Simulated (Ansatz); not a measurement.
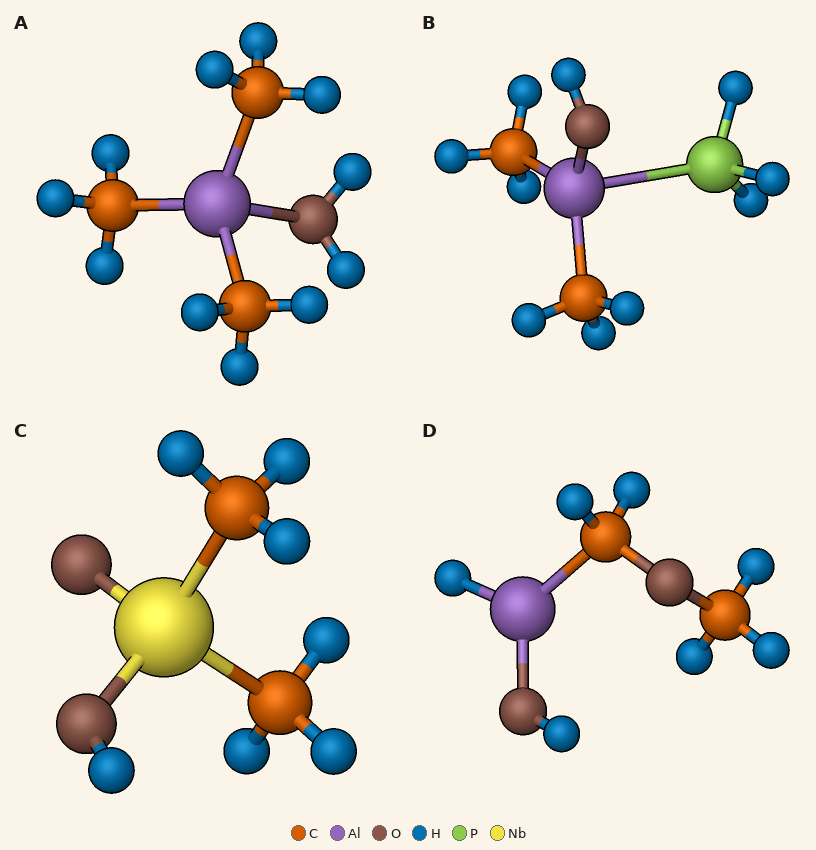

Figure made from data computed with Ansatz.

### Which panel belongs to which SMILES?
(1) [CH3][Al-]([CH3])([CH3])[OH2+]
(2) [CH3][Al-]([CH3])([OH])[PH3+]
(3) CO[CH2][AlH][OH]
(4) [CH3][Nb]([CH3])(=[O])[OH]

A is (1), B is (2), C is (4), D is (3).
